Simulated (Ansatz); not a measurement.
Results of rVV10 in Ansatz (PAW) for B20 (FeSi-type) CoSi.

Numerical settings: plane-wave cutoff 520 eV, 12×12×12 k mesh, Fermi–Dirac smearing 0.05 eV, no spin polarisation, scalar-relativistic PAW data made under PBE.

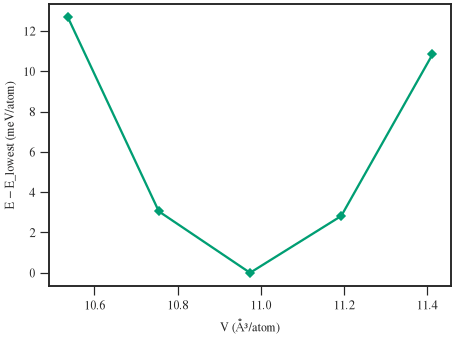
Total energy against volume

Task: From the curve, estimate the equilibrium volume and the bulk modulus.

Result: V0 ≈ 11.0 Å³/atom and B0 ≈ 210 GPa; the fit gives V0 = 10.974 Å³/atom, B0 = 214 GPa, B′ = 5.0.

Shape and atoms are relaxed at each volume.

Measured, for comparison: bulk modulus 207 GPa (temperature not stated, no zero-point or thermal correction; as tabulated in Electronic Structure of B20 (FeSi-Type) Transition-Metal Monosilicides …); equilibrium volume per atom 10.97 Å³/atom (temperature not stated, no zero-point or thermal correction; as tabulated in Wikipedia's data pages). Computed (rounded) less measured: bulk modulus +3 %, equilibrium volume per atom 0.0 %. A static lattice is as a rule a little smaller and stiffer than an uncorrected measurement, which narrows the difference in the bulk modulus and would widen misses of the other sign.

Note: the bulk modulus comes from volumes at which shape and atoms were relaxed.

Ansatz is a quantum-chemistry and plane-wave program.
